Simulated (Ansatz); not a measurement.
## Frequency calculation of C2H7PS

C2H7PS, SMILES CCSP, computed with RKS PBE0-D4/def2-TZVP (Ansatz 0.2.0).

The geometry comes from this level: PBE0-D4/def2-TZVP. Figures and captions count atoms from 1; the log counts them from 0 in places.

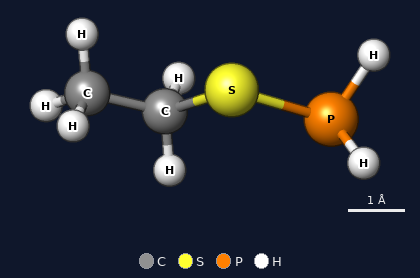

**Figure 1.** The structure (ball-and-stick view, seen at a tilt).

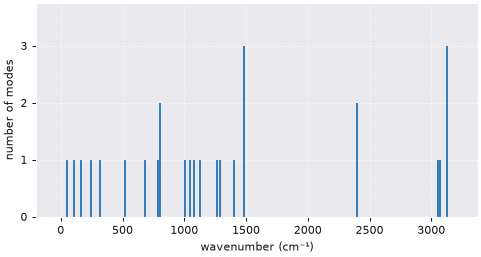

**Figure 2.** Harmonic vibrational wavenumbers from the force constants; neighbouring modes closer than 14 cm⁻¹ are counted in one stick. 27 modes from 48 to 3141 cm⁻¹, none imaginary.

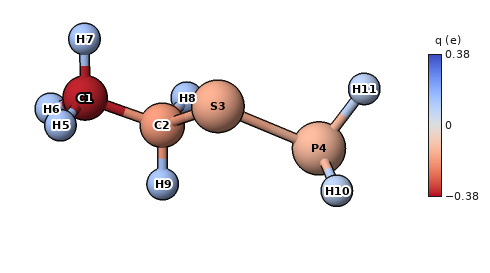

**Figure 3.** Mulliken charges, as the colour of each atom (ball-and-stick view, seen at a tilt; atoms are numbered from 1 in the order of the input; Mulliken charges depend strongly on the basis). By element: C −0.36 to −0.18, S −0.15, P −0.13 and H +0.09 to +0.13 e.

The input that produced these results follows, with the program's output.

The input:
```yaml
crystal:
  periodic: [false, false, false]
  atoms:
    - {symbol: C, position_ang: [0.747495, 1.674588, 0.382742]}
    - {symbol: C, position_ang: [0.210723, 0.486233, -0.388323]}
    - {symbol: S, position_ang: [-0.330801, -0.787605, 0.797081]}
    - {symbol: P, position_ang: [-0.978883, -2.267568, -0.550103]}
    - {symbol: H, position_ang: [-0.018155, 2.102209, 1.033643]}
    - {symbol: H, position_ang: [1.076996, 2.452317, -0.310082]}
    - {symbol: H, position_ang: [1.599284, 1.390346, 1.004320]}
    - {symbol: H, position_ang: [0.979169, 0.060302, -1.035281]}
    - {symbol: H, position_ang: [-0.639674, 0.774415, -1.008267]}
    - {symbol: H, position_ang: [-2.235988, -2.556237, 0.043214]}
    - {symbol: H, position_ang: [-0.344864, -3.386101, 0.051657]}
basis:
  gaussian: {orbitals: def2-TZVP}
hamiltonian: {xc: pbe0, dispersion: d4}
phonons: {temperatures: {t_min: 298.15, t_max: 900, t_step: 200}}
```

Launch command:
```bash
ansatz run in.yaml --threads 4 --pin off --events-out ev --progress --plain --max-ram 10444MiB
```

Log:
```
Functional definition: PBE0
  name "PBE0"
  cite "Adamo & Barone, J. Chem. Phys. 110, 6158 (1999) doi:10.1063/1.478522"
  cite "Perdew, Burke & Ernzerhof, Phys. Rev. Lett. 77, 3865 (1996) doi:10.1103/PhysRevLett.77.3865"
  parent pbe
  parameter a = 0.25
  parameter kappa = 0.804
  parameter beta = 0.06672455060314922
  exchange = (1 - a)*pbe_x(kappa = kappa, mu = beta*pi^2/3) + a*exact_x
  correlation = pbe_c(beta = beta)
1221 factors; their error is unknown
mean field evaluation 1: about -22297.7302 eV, gradient 5.2e1 eV
mean field evaluation 2: about -22293.6987 eV, gradient 6.3e1 eV
mean field evaluation 4: about -22304.0028 eV, gradient 3.0e0 eV
mean field evaluation 8: about -22304.0255 eV, gradient 3.5e-2 eV
mean field evaluation 16: about -22304.0437 eV, gradient 1.3e-4 eV
mean field -22304.04373055 eV, -819.6584888738 hartree, gradient 1.2e-5 eV, S^2 0.000000; 0 other end points of the search recorded, 0 dependent functions left out
the calculation of the forces begins
reference -22304.04376295 eV, -819.6584900646 hartree; 25, 25 occupied and 153, 153 virtual orbitals, 1221 factors
these checks for a lower state are left out or cut short: stability, starts, cluster_reference, orbital_swaps, neighbouring_geometries, increment
1221 factors; their error is unknown
mean field -22304.04357267 eV, -819.6584830718 hartree, gradient 1.8e-6 eV, S^2 0.000000; 0 other end points of the search recorded, 0 dependent functions left out
[... from here on the field's lines of each further geometry are left out, up to the last ...]
the calculation of the forces begins
reference -22304.04374479 eV, -819.6584893972 hartree; 25, 25 occupied and 153, 153 virtual orbitals, 1221 factors
these checks for a lower state are left out or cut short: stability, starts, cluster_reference, orbital_swaps, neighbouring_geometries, increment
1221 factors; their error is unknown
mean field evaluation 480: about -22304.0437 eV, gradient 1.8e-6 eV
mean field -22304.04371643 eV, -819.6584883550 hartree, gradient 1.8e-6 eV, S^2 0.000000; 0 other end points of the search recorded, 0 dependent functions left out
the calculation of the forces begins
reference -22304.04374883 eV, -819.6584895458 hartree; 25, 25 occupied and 153, 153 virtual orbitals, 1221 factors
Total energy: -22304.24346308 eV, -819.6658289089 hartree
Atom 0 at     0.747495     1.674588     0.382742 Å, force    -0.000084     0.000275     0.001084 eV/Å
Atom 1 at     0.210723     0.486233    -0.388323 Å, force    -0.000072    -0.001106     0.001411 eV/Å
Atom 2 at    -0.330801    -0.787605     0.797081 Å, force    -0.000677    -0.001632    -0.000577 eV/Å
Atom 3 at    -0.978883    -2.267568    -0.550103 Å, force     0.000138     0.001141     0.000519 eV/Å
Atom 4 at    -0.018155     2.102209     1.033643 Å, force    -0.000746    -0.000441    -0.001147 eV/Å
Atom 5 at     1.076996     2.452317    -0.310082 Å, force     0.000950     0.002312    -0.000648 eV/Å
Atom 6 at     1.599284     1.390346     1.004320 Å, force    -0.000190    -0.000912    -0.000952 eV/Å
Atom 7 at     0.979169     0.060302    -1.035281 Å, force     0.000426     0.000218     0.000065 eV/Å
Atom 8 at    -0.639674     0.774415    -1.008267 Å, force     0.000243     0.000260    -0.000026 eV/Å
Atom 9 at    -2.235988    -2.556237     0.043214 Å, force     0.000093    -0.000145     0.000603 eV/Å
Atom 10 at    -0.344864    -3.386101     0.051657 Å, force    -0.000081     0.000029    -0.000333 eV/Å
Dipole moment:     0.049256     0.119149    -0.134741 e Å
Vibrations: 47.54 106.86 167.35 243.61 317.12 522.79 683.84 783.44 802.07 804.77 1004.42 1043.41 1080.95 1130.54 1263.68 1289.39 1403.70 1477.66 1482.20 1493.57 2399.89 2404.51 3053.13 3073.49 3117.10 3129.39 3141.18 cm⁻¹, zero-point energy 2.322696 eV
```

Results in brief:

| quantity | value |
| --- | --- |
| outcome | converged |
| total energy | −22304.2435 eV |
| mean-field energy | −22304.0438 eV |
| dispersion energy | −0.1997 eV |
| largest force (length of the vector) | 0.003 eV/Å |
| dipole moment | 0.90 D |
| hardware | 4 threads of Arm Neoverse V1, 23 GiB of memory available, shared host |
| wall time | 2.2 min (CPU time 8.4 min) |
| peak memory | 0.47 GiB |
